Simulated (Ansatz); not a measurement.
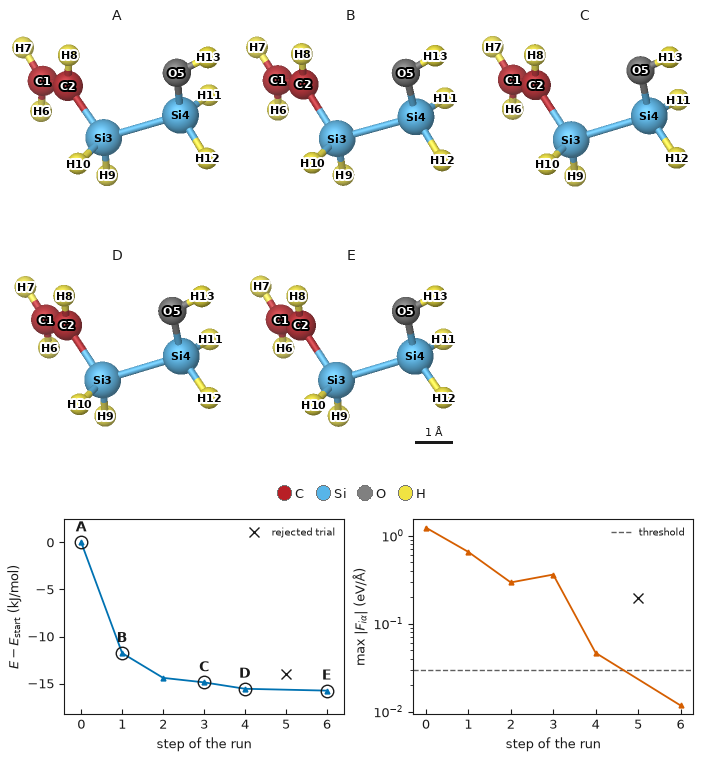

Frames of a relaxation of C2H8OSi2 (coarse preliminary run), marked on the history of the run. A ball-and-stick model, seen at a tilt.

The start comes from a force field.

Theory: RKS PBE-D4/def2-SVP in Ansatz 0.2.0. Settings: force threshold 0.03 eV/Å; at most 200 steps.

Question: Describe the path.

Answer: Over 5 accepted moves (6 points after the start) the energy falls by 15.8 kJ/mol. The largest force component goes from 1.2 to 0.012 eV/Å. The line search rejected the trial step at point 5 of the run. The largest move after the best rigid fit is that of H6, 0.26 Å. By element the largest moves are H 0.26 Å, O 0.20 Å, C 0.12 Å, Si 0.09 Å. Near-neighbour distances that change, for instance: C2–Si3 1.828 → 1.879 Å, Si3–H10 1.475 → 1.509 Å, C2–H8 1.074 → 1.107 Å, Si3–Si4 2.324 → 2.351 Å. Among the angles between lasting bonds that change: Si3–Si4–O5 110.6° → 103.9°, H9–Si3–H10 103.3° → 108.6°, C1–C2–Si3 128.3° → 124.3°. From step 0 to 1: H13 moves most (0.19 Å), energy −11.8 kJ/mol. From step 1 to 3: O5 moves most (0.09 Å), energy −3.11 kJ/mol. From step 3 to 4: H6 moves most (0.13 Å), energy −0.68 kJ/mol. From step 4 to 6: H7 moves most (0.04 Å), energy −0.20 kJ/mol.

```json
{"step": "0", "E − E(0), kJ/mol": "0.00", "largest force component, eV/Å": "1.2352", "note": ""}
{"step": "1", "E − E(0), kJ/mol": "-11.77", "largest force component, eV/Å": "0.6541", "note": ""}
{"step": "2", "E − E(0), kJ/mol": "-14.40", "largest force component, eV/Å": "0.2941", "note": ""}
{"step": "3", "E − E(0), kJ/mol": "-14.88", "largest force component, eV/Å": "0.3612", "note": ""}
{"step": "4", "E − E(0), kJ/mol": "-15.56", "largest force component, eV/Å": "0.0464", "note": ""}
{"step": "5", "E − E(0), kJ/mol": "-13.97", "largest force component, eV/Å": "0.1975", "note": "rejected"}
{"step": "6", "E − E(0), kJ/mol": "-15.75", "largest force component, eV/Å": "0.0117", "note": ""}
```
